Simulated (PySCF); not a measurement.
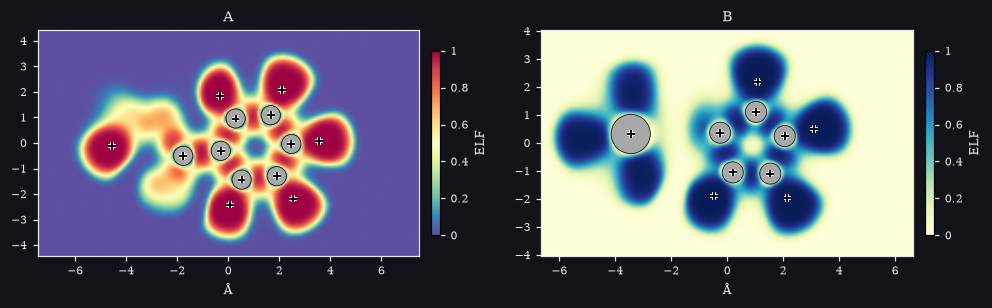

The electron localisation function of 2 systems, each on a plane through atoms (crosses mark nuclei in the plane; grey discs cover the cores).

All numbers below come from PySCF, PBE0/6-31G*, SCF density, gas phase, non-relativistic.

System 1: C5H12BNSi2 (SMILES [SiH3]N([SiH3])BC1C=CC=C1), the plane of atoms C6, C5 and C9. Geometry: GFN2-xTB.

```yaml
atoms:
  - { symbol: Si, position_ang: [2.6442, -1.6216, 0.0165] }
  - { symbol: N, position_ang: [1.4889, -0.2967, -0.0883] }
  - { symbol: Si, position_ang: [2.0845, 1.2406, -0.7111] }
  - { symbol: B, position_ang: [0.1503, -0.4734, 0.3030] }
  - { symbol: C, position_ang: [-0.9393, 0.7018, 0.1929] }
  - { symbol: C, position_ang: [-1.6892, 0.3099, -1.0316] }
  - { symbol: C, position_ang: [-2.9213, -0.1100, -0.6845] }
  - { symbol: C, position_ang: [-3.0924, 0.0518, 0.7321] }
  - { symbol: C, position_ang: [-1.9633, 0.5661, 1.2549] }
  - { symbol: H, position_ang: [1.9811, -2.7831, 0.5956] }
  - { symbol: H, position_ang: [3.1143, -1.9047, -1.3421] }
  - { symbol: H, position_ang: [3.7452, -1.1660, 0.8694] }
  - { symbol: H, position_ang: [1.2672, 1.6490, -1.8539] }
  - { symbol: H, position_ang: [2.0436, 2.2283, 0.3709] }
  - { symbol: H, position_ang: [3.4655, 1.0216, -1.1408] }
  - { symbol: H, position_ang: [-0.2072, -1.5220, 0.6863] }
  - { symbol: H, position_ang: [-0.4721, 1.6840, 0.1433] }
  - { symbol: H, position_ang: [-1.2599, 0.3254, -2.0174] }
  - { symbol: H, position_ang: [-3.6806, -0.4900, -1.3460] }
  - { symbol: H, position_ang: [-3.9942, -0.1962, 1.2642] }
  - { symbol: H, position_ang: [-1.7742, 0.8022, 2.2868] }
```

System 2: C11H8OS, the plane of atoms C4, C3 and C8. Geometry: GFN2-xTB.

```xyz
21

O     0.4351   -2.4148    0.4376
C     0.3807   -1.2234    0.1953
C    -0.9015   -0.5463   -0.1324
C    -2.0376   -0.8986    0.5919
C    -3.2514   -0.2973    0.3198
C    -3.3464    0.6429   -0.6937
C    -2.2269    0.9733   -1.4392
C    -1.0062    0.3853   -1.1613
C     1.5808   -0.3897    0.2542
C     2.8688   -0.8524    0.3736
C     3.8181    0.1768    0.4677
C     3.2462    1.4136    0.4383
S     1.5431    1.3465    0.2819
H    -1.9476   -1.6399    1.3718
H    -4.1259   -0.5653    0.8938
H    -4.2955    1.1109   -0.9092
H    -2.3049    1.6913   -2.2422
H    -0.1446    0.6262   -1.7661
H     3.0987   -1.9025    0.3846
H     4.8767    0.0125    0.5577
H     3.7313    2.3682    0.4981
```

Q: Match each panel to its system.

A: Panel A is system 2, C11H8OS: the plane holds C and H. C–C (1.39 Å): the ELF peaks at about 0.95 between the atoms, as expected for localised, covalent bonding. Panel B is system 1, C5H12BNSi2: the plane holds Si, C and H. C–C (1.35 Å): the ELF peaks at about 0.95 between the atoms, as expected for localised, covalent bonding.
